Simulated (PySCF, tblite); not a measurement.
# C4H10O2S2Si2: geometry, infrared bands and NMR shifts

Aim: predict the infrared bands and NMR shifts of C4H10O2S2Si2 (`C=C1[Si@@H](O)[C@@H]([SiH3])SC[S@]1=O`).

Computed with tblite 0.8.0 and PySCF 2.14.0, with density-fitted response routines of our own, on a single molecule in the gas phase. Atoms are numbered from 0 throughout.

## (1) The molecule as given

20 atoms, charge 0, multiplicity 1; geometry from: force field or distance geometry start.

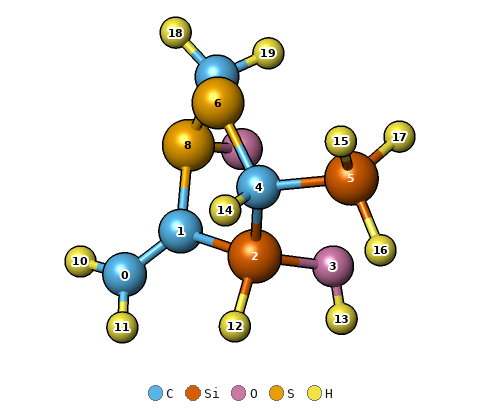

As it starts; carbon blue, silicon orange, oxygen pink, sulfur amber, hydrogen yellow, atoms numbered; sticks join atoms by distance.

## (2) Geometry optimisation with GFN2-xTB

Job settings and geometry (Å):

```
{"job": {"kind": "relax", "xc": "GFN2-xTB", "basis": "xTB"}, "charge": 0, "multiplicity": 1}
C     -2.761600     0.192700     1.148400
C     -1.700100     0.368700     0.365200
Si    -0.489600    -1.008800     0.042600
O     -0.521700    -1.433700    -1.604500
C      1.169800    -0.461100     0.653900
Si     2.575300    -1.290300    -0.275000
S      1.363100     1.308000     0.817400
C      0.414000     2.351300    -0.257600
S     -1.324200     1.928100    -0.397800
O     -1.723100     1.903900    -1.879700
H     -3.484400     0.974200     1.358500
H     -2.947100    -0.800400     1.602000
H     -0.947000    -2.165100     0.836300
H     -1.060400    -2.264900    -1.696500
H      1.232400    -0.877000     1.692800
H      3.772000    -1.123500     0.597300
H      2.333300    -2.741400    -0.358200
H      2.804100    -0.686400    -1.583500
H      0.424400     3.386200     0.189600
H      0.865600     2.450200    -1.254100
```

Command:

```sh
$ OMP_NUM_THREADS=1 python probes_run.py task.json out
```

This one command runs all jobs of the session in turn.

The program printed:

```text
step      E/eV     max force
  0    -861.83368    4.913
  1    -862.41767    2.578
  2    -862.63306    0.879
  3    -862.68805    0.645
  4    -862.73121    0.606
  5    -862.76288    0.664
  6    -862.79630    0.585
  7    -862.82438    0.563
  8    -862.84904    0.434
  9    -862.86847    0.326
 10    -862.88610    0.364
 11    -862.90173    0.298
 12    -862.91859    0.362
 13    -862.93823    0.361
 14    -862.96050    0.511
 15    -862.98351    0.476
 16    -863.00728    0.498
 17    -863.02405    0.543
 18    -863.04235    0.417
 19    -863.06062    0.420
 20    -863.07882    0.457
 21    -863.09558    0.460
 22    -863.11049    0.479
 23    -863.11572    0.842
 24    -863.13727    0.363
 25    -863.15758    0.339
 26    -863.18161    0.342
 27    -863.19634    0.282
 28    -863.20721    0.243
 29    -863.22373    0.308
 30    -863.23510    0.275
 31    -863.24950    0.276
 32    -863.26387    0.271
 33    -863.28106    0.322
 34    -863.29747    0.385
 35    -863.31250    0.269
 36    -863.32320    0.249
 37    -863.33214    0.239
 38    -863.33862    0.196
 39    -863.34341    0.144
 40    -863.34658    0.131
 41    -863.35016    0.141
 42    -863.35401    0.187
 43    -863.35738    0.151
 44    -863.35955    0.160
 45    -863.36146    0.117
 46    -863.36389    0.140
 47    -863.36781    0.163
 48    -863.37294    0.196
 49    -863.37881    0.206
 50    -863.38450    0.223
 51    -863.39359    0.280
 52    -863.40167    0.414
 53    -863.41625    0.289
 54    -863.42595    0.281
 55    -863.43583    0.212
 56    -863.44028    0.263
 57    -863.44714    0.180
 58    -863.45412    0.183
 59    -863.46037    0.201
 60    -863.46420    0.177
 61    -863.46684    0.133
 62    -863.46866    0.103
 63    -863.47010    0.082
 64    -863.47115    0.086
 65    -863.47206    0.084
 66    -863.47318    0.096
 67    -863.47466    0.104
 68    -863.47595    0.107
 69    -863.47664    0.059
 70    -863.47700    0.056
 71    -863.47725    0.050
 72    -863.47762    0.041
 73    -863.47799    0.051
 74    -863.47843    0.044
 75    -863.47891    0.049
 76    -863.47941    0.048
 77    -863.47986    0.075
 78    -863.48030    0.085
 79    -863.48076    0.071
 80    -863.48129    0.060
 81    -863.48185    0.061
 82    -863.48239    0.057
 83    -863.48298    0.075
 84    -863.48368    0.066
 85    -863.48436    0.054
 86    -863.48485    0.042
 87    -863.48516    0.038
 88    -863.48544    0.042
 89    -863.48576    0.037
 90    -863.48609    0.037
 91    -863.48630    0.024
 92    -863.48639    0.019
 93    -863.48645    0.017
 94    -863.48652    0.027
 95    -863.48663    0.029
 96    -863.48674    0.033
 97    -863.48681    0.019
 98    -863.48686    0.016
 99    -863.48689    0.017
100    -863.48695    0.025
101    -863.48703    0.027
102    -863.48708    0.018
103    -863.48712    0.013
104    -863.48714    0.013
105    -863.48718    0.019
106    -863.48722    0.020
107    -863.48725    0.011
108    -863.48727    0.010
109    -863.48729    0.010
110    -863.48731    0.016
111    -863.48735    0.016
112    -863.48737    0.010
```

Wall time 1.6 s (1 thread of Arm Neoverse V1, shared host); peak memory 0.17 GiB.

The steps of the relaxation: (not every step is listed)

```tsv
step	energy from step 0 (eV)	largest force (eV/Å)
0	0.0000	4.9128
1	-0.5840	2.5785
2	-0.7994	0.8789
3	-0.8544	0.6451
4	-0.8975	0.6056
5	-0.9292	0.6641
6	-0.9626	0.5852
7	-0.9907	0.5629
8	-1.0154	0.4340
17	-1.1904	0.5425
26	-1.3479	0.3420
35	-1.4788	0.2692
44	-1.5259	0.1601
53	-1.5826	0.2890
62	-1.6350	0.1032
71	-1.6436	0.0498
80	-1.6476	0.0597
89	-1.6521	0.0374
98	-1.6532	0.0157
107	-1.6536	0.0115
108	-1.6536	0.0102
109	-1.6536	0.0099
110	-1.6536	0.0158
111	-1.6537	0.0157
112	-1.6537	0.0097
```

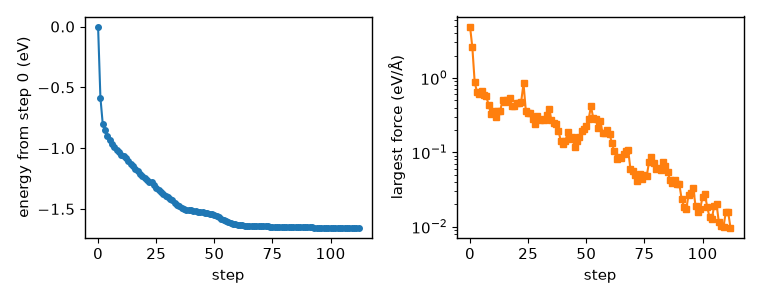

Energy and largest force along the relaxation.

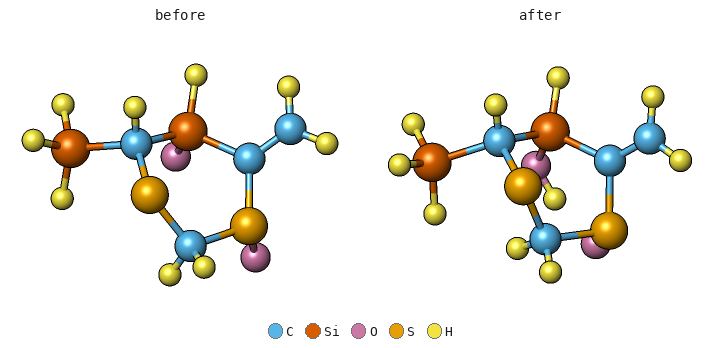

The geometry before (left) and after (right).

Distances of close pairs at the start and the end, largest changes first:

```tsv
bond	before (Å)	after (Å)	change (Å)
Si2–O3	1.701	1.610	-0.091
C7–S8	1.794	1.882	+0.087
Si2–C4	1.851	1.914	+0.063
C4–S6	1.787	1.841	+0.054
S8–O9	1.535	1.484	-0.050
C7–H18	1.127	1.088	-0.039
C1–S8	1.776	1.810	+0.034
C4–Si5	1.878	1.910	+0.032
```

The next job starts from the end point, and lists it.

## (3) Infrared spectrum with GFN2-xTB

Job settings and geometry (Å):

```
{"job": {"kind": "ir", "xc": "GFN2-xTB", "basis": "xTB"}, "charge": 0, "multiplicity": 1}
C     -2.650549     0.427475     1.380778
C     -1.756333     0.257338     0.425691
Si    -0.628230    -1.212180     0.033684
O     -0.507111    -1.334895    -1.567356
C      1.035410    -0.651760     0.797300
Si     2.613032    -1.023950    -0.212226
S      0.985973     1.146168     1.190791
C      0.367182     1.834871    -0.349113
S     -1.472408     1.648105    -0.697602
O     -1.486028     1.051437    -2.056746
H     -3.194681     1.351875     1.505265
H     -2.876887    -0.358099     2.083327
H     -1.139350    -2.448801     0.606814
H     -0.852966    -0.559057    -2.063133
H      1.138987    -1.099831     1.785806
H      3.753805    -0.560082     0.577202
H      2.654281    -2.464099    -0.449440
H      2.576826    -0.287696    -1.477537
H      0.559251     2.905406    -0.314612
H      0.874648     1.388454    -1.201927
```

The program printed:

```text
mode    cm-1     km/mol
  1      37.1      1.03
  2      78.5      0.53
  3     110.4      1.62
  4     114.2      2.83
  5     139.0      0.53
  6     180.1      0.98
  7     188.5     14.08
  8     218.2      6.32
  9     231.3     15.11
 10     257.0      3.62
 11     270.7      7.45
 12     285.3      3.51
 13     346.2     11.79
 14     408.6      9.69
 15     457.9     17.40
 16     482.1      7.39
 17     495.8     26.29
 18     525.0     24.14
 19     588.7     22.74
 20     599.5     67.56
 21     605.8     27.02
 22     663.5    155.28
 23     683.7     93.30
 24     689.8     26.28
 25     727.7     22.52
 26     749.1    175.85
 27     763.0     70.77
 28     772.8     59.16
 29     782.2    269.63
 30     791.5    178.53
 31     796.6    132.38
 32     824.0     65.57
 33     928.1     19.41
 34     940.1     67.07
 35     966.1    590.47
 36    1041.3    100.25
 37    1062.9     69.90
 38    1072.5    130.33
 39    1084.1     43.28
 40    1129.2     11.32
 41    1152.6      8.05
 42    1380.0      4.33
 43    1400.7      7.16
 44    1685.2     11.14
 45    2257.1    254.98
 46    2278.8    205.33
 47    2296.2    275.00
 48    2329.8    428.09
 49    2965.1     18.20
 50    2989.2      0.66
 51    3012.7      1.16
 52    3047.7    305.39
 53    3069.4     22.95
 54    3100.7     18.95
```

It took 1.4 s on 1 thread of Arm Neoverse V1, shared host; peak memory 0.17 GiB.

Which atoms move in the most intense modes:

```tsv
cm⁻¹	km/mol	atoms
782	269.6	H17 38 %, H16 27 %, H15 12 %
792	178.5	H15 31 %, H17 26 %
966	590.5	H13 41 %, O3 36 %, Si2 18 %
2257	255.0	H17 94 %
2279	205.3	H15 93 %
2296	275.0	H16 95 %
2330	428.1	H12 96 %
3048	305.4	H13 93 %
```

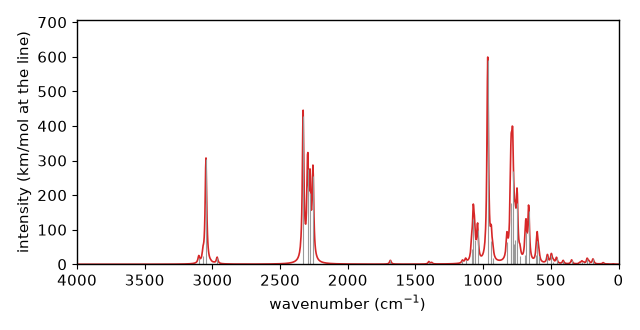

The infrared spectrum from these modes, unscaled. Lines are broadened to a width of 14 cm⁻¹ (Lorentzian).

## (4) Shielding tensors: PBE0/pcSseg-1

The job, as its differences from that of step 3:

```diff
@@ -1,2 +1,2 @@
-{"job": {"kind": "ir", "xc": "GFN2-xTB", "basis": "xTB"}, "charge": 0, "multiplicity": 1}
+{"job": {"kind": "nmr", "xc": "PBE0", "basis": "pcSseg-1"}, "charge": 0, "multiplicity": 1}
 C     -2.650549     0.427475     1.380778
```

Level: GIAO PBE0/pcSseg-1 NMR shielding, non-relativistic, gas phase.

The program printed:

```text
coarse grid: 19216 points
cycle   1  E = -1682.9736227750  dE =  1.581e+00  |g| = 1.084e+00  |ddm| = 4.527e+00
cycle   2  E = -1682.1939796603  dE =  7.796e-01  |g| = 2.238e+00  |ddm| = 3.656e+00
cycle   3  E = -1683.1665889421  dE = -9.726e-01  |g| = 3.390e-01  |ddm| = 3.079e+00
cycle   4  E = -1683.1896949588  dE = -2.311e-02  |g| = 1.364e-01  |ddm| = 5.017e-01
cycle   5  E = -1683.1930926648  dE = -3.398e-03  |g| = 3.730e-02  |ddm| = 1.521e-01
cycle   6  E = -1683.1933753085  dE = -2.826e-04  |g| = 1.033e-02  |ddm| = 4.656e-02
cycle   7  E = -1683.1933994461  dE = -2.414e-05  |g| = 2.729e-03  |ddm| = 1.205e-02
cycle   8  E = -1683.1934011764  dE = -1.730e-06  |g| = 1.027e-03  |ddm| = 4.121e-03
final grid: 168312 points
cycle   9  E = -1683.2768572042  dE = -3.341e-05  |g| = 1.321e-02  |ddm| = 4.115e-02
cycle  10  E = -1683.2767871795  dE =  7.002e-05  |g| = 2.233e-02  |ddm| = 3.420e-02
cycle  11  E = -1683.2768934122  dE = -1.062e-04  |g| = 2.978e-03  |ddm| = 2.402e-02
cycle  12  E = -1683.2768951678  dE = -1.756e-06  |g| = 4.468e-04  |ddm| = 3.035e-03
cycle  13  E = -1683.2768952026  dE = -3.479e-08  |g| = 1.937e-04  |ddm| = 5.994e-04
cycle  14  E = -1683.2768952098  dE = -7.275e-09  |g| = 4.880e-05  |ddm| = 2.292e-04
cycle  15  E = -1683.2768952104  dE = -5.257e-10  |g| = 1.544e-05  |ddm| = 6.633e-05
converged SCF energy = -1683.2768952104

GIAO shielding tensors (ppm)
atom      isotropic    diamagn.    paramagn.     s11        s22        s33       span
  0 C       46.206     250.375    -204.168    -69.767     45.757    162.629    232.395
  1 C       26.766     270.968    -244.201    -80.294      4.679    155.914    236.209
  2 Si     366.638     880.668    -514.030    314.137    346.964    438.812    124.675
  3 O      292.040     392.273    -100.234    262.644    286.894    326.581     63.938
  4 C      169.472     261.741     -92.269    157.118    172.615    178.683     21.564
  5 Si     427.703     879.535    -451.832    388.781    433.719    460.608     71.827
  6 S      502.419    1057.980    -555.561    442.659    489.875    574.722    132.064
  7 C      120.215     257.935    -137.720     68.987    127.841    163.816     94.829
  8 S      114.888    1054.116    -939.228     17.536     44.097    283.032    265.495
  9 O      250.769     399.846    -149.077     64.025    268.567    419.714    355.689
 10 H       25.316      29.820      -4.504     21.103     24.747     30.100      8.997
 11 H       25.333      30.085      -4.752     21.744     24.472     29.783      8.039
 12 H       26.090      29.642      -3.552     22.538     23.845     31.886      9.347
 13 H       24.582      30.371      -5.789     10.557     19.949     43.240     32.683
 14 H       30.592      33.241      -2.649     25.331     27.819     38.626     13.295
 15 H       27.694      28.993      -1.299     23.785     25.656     33.640      9.855
 16 H       27.404      28.416      -1.012     23.133     25.248     33.832     10.699
 17 H       27.324      28.995      -1.672     23.236     27.564     31.172      7.936
 18 H       27.377      31.096      -3.719     22.515     26.889     32.727     10.212
 19 H       27.880      32.981      -5.101     24.045     28.286     31.309      7.264
```

Run time: 95 s. Hardware: 1 thread of Arm Neoverse V1, shared host; peak memory 1.1 GiB.

Shifts follow as δ = σ(reference) − σ, with reference shieldings (ppm) from runs at the same level and on the same kind of geometry: ¹H TMS 31.72, ¹³C TMS 186.9, ²⁹Si TMS 349.2, ¹⁷O H2O 336.1, ³³S CS2 504. The references are single molecules in the gas phase, so shifts against H2O, NH3, PH3, H3PO4 or CFCl3 are not on the usual liquid scales and can be off by tens of ppm. Atoms listed in one row are averaged.

```tsv
atoms	environment	σ (ppm)	δ (ppm)	δ scaled to CDCl3
C1	fully substituted alkene carbon	26.8	160.2	150.0
C0	terminal =CH2 carbon	46.2	140.7	135.4
C7	sp3 CH2 bonded to 2 S	120.2	66.7	54.4
C4	sp3 CH bonded to S and 2 Si	169.5	17.5	10.7
H13	hydrogen on an oxygen bonded to Si	24.58	7.13	–
H10	hydrogen on a terminal =CH2 carbon	25.32	6.40	6.14
H11	hydrogen on a terminal =CH2 carbon	25.33	6.38	6.12
H12	hydrogen on a silicon bonded to 2 C, O, in a 6-membered ring	26.09	5.63	–
H18	hydrogen on an sp3 CH2 bonded to 2 S	27.38	4.34	4.20
H15, H16, H17	hydrogen on a silicon bonded to C	27.47	4.24	–
H19	hydrogen on an sp3 CH2 bonded to 2 S	27.88	3.84	3.72
H14	hydrogen on an sp3 CH bonded to S and 2 Si	30.59	1.12	1.17
Si2	silicon bonded to 2 C, O, H, in a 6-membered ring	366.6	-17.5	–
Si5	silicon bonded to C, 3 H	427.7	-78.5	–
O9	S=O oxygen	250.8	85.3	–
O3	oxygen bonded to Si, H	292.0	44.0	–
S8	sulfoxide sulfur	115	389	–
S6	sulfide sulfur	502	1	–
```

The scaled column applies a straight-line fit of computed shieldings to shifts measured in CDCl3, with any fitted terms for Cl, Br or S neighbours (root-mean-square error 0.16 ppm for H, 1.9 ppm for C).

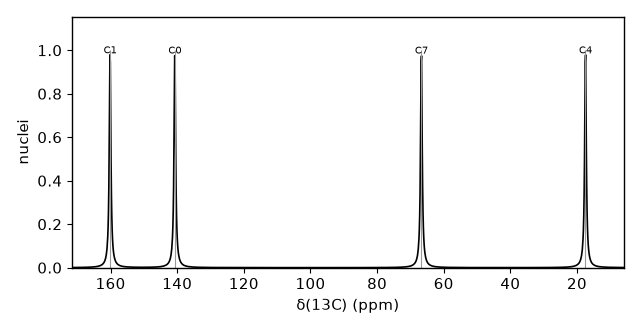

¹³C lines at the computed shifts, without couplings. Lines are broadened to a width of 0.57 ppm (Lorentzian).

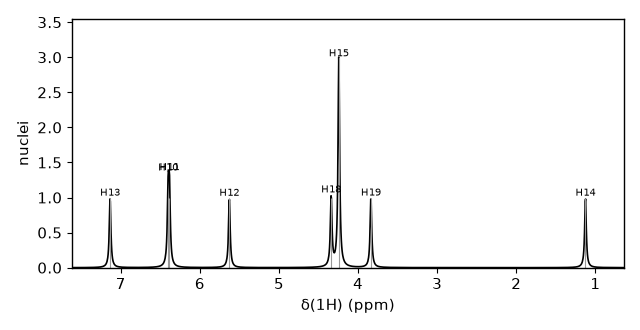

¹H lines at the computed shifts, without couplings. Lines are broadened to a width of 0.02 ppm (Lorentzian).

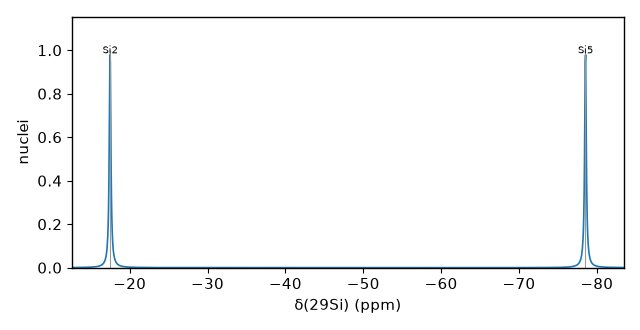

²⁹Si lines at the computed shifts, without couplings. Lines are broadened to a width of 0.24 ppm (Lorentzian).

The run also stored atomic charges by several schemes (e):

```tsv
atoms	Mulliken	IAO	Hirshfeld	ESP fit
C0	-0.03	-0.26	-0.07	-0.32
C1	-0.73	-0.45	-0.12	-0.02
Si2	1.20	1.14	0.40	0.56
O3	-0.57	-0.81	-0.32	-0.59
C4	-0.94	-0.77	-0.21	-0.36
Si5	0.55	0.61	0.30	0.25
S6	0.08	0.13	0.02	-0.17
C7	-0.48	-0.52	-0.10	-0.25
S8	0.74	1.07	0.34	0.28
O9	-0.65	-0.87	-0.32	-0.45
```

Hirshfeld charges:

C0 -0.07; C1 -0.12; Si2 0.40; O3 -0.32; C4 -0.21; Si5 0.30; S6 0.02; C7 -0.10; S8 0.34; O9 -0.32; H10 0.05; H11 0.06; H12 -0.07; H13 0.12; H14 0.04; H15 -0.08; H16 -0.07; H17 -0.07; H18 0.05; H19 0.05

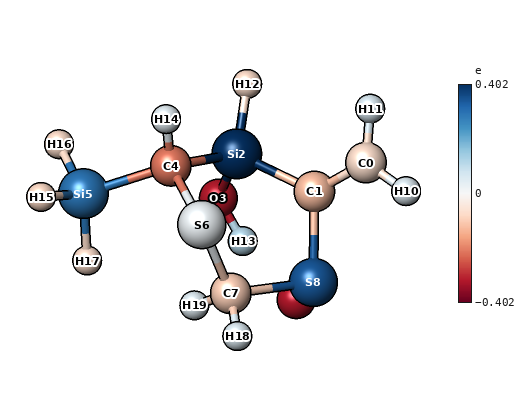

Hirshfeld charges, as colours on the atoms.

Mayer bond orders: C0–C1 1.97, C1–Si2 0.72, Si2–O3 1.10, Si2–C4 0.75, C4–Si5 0.83, C4–S6 0.97, S6–C7 1.04, C7–S8 0.81, S8–O9 1.41, S8–C1 0.91.

Ring of atoms C1, Si2, C4, S6, C7, S8: NICS(0) -2.4, NICS(1) -3.4, NICS(1)zz 2.6 ppm (means of both faces; NICS(1) differs between them: -5.9 and -0.9).

## (5) Outcome

| quantity | value |
| --- | --- |
| strongest single infrared mode (GFN2-xTB) | 966 cm⁻¹, 590 km/mol |
| zero-point energy (GFN2-xTB) | 80.1 kcal/mol |
| ¹³C shifts against TMS (PBE0/pcSseg-1) | 160.2, 140.7, 66.7, 17.5 ppm |
| ¹H shifts against TMS (PBE0/pcSseg-1, means over atoms taken as alike) | 7.13, 6.40, 6.38, 5.63, 4.34, 4.24, 3.84, 1.12 ppm |
| ²⁹Si shifts against TMS (PBE0/pcSseg-1) | -17.5, -78.5 ppm |
| ¹⁷O shifts against H2O (PBE0/pcSseg-1) | 85.3, 44.0 ppm |
| ³³S shifts against CS2 (PBE0/pcSseg-1) | 389, 1 ppm |

The optimisation took 112 steps and gained 1.654 eV; among the close pairs (by a distance rule), Si2–O3 changed most, from 1.701 to 1.610 Å. No mode is imaginary among the 54: a minimum at this level. The strongest single mode, at 966 cm⁻¹, moves mainly H13 and O3. Unscaled tight-binding wavenumbers are off by several per cent, some by more. Its intensities can rank the bands wrongly. The most deshielded carbon is C1 (fully substituted alkene carbon), at 160.2 ppm: an sp2 carbon of a C=C bond. At PBE0/pcSseg-1: Shielding is most anisotropic at O9 (span 356 ppm, paramagnetic term -149 ppm).
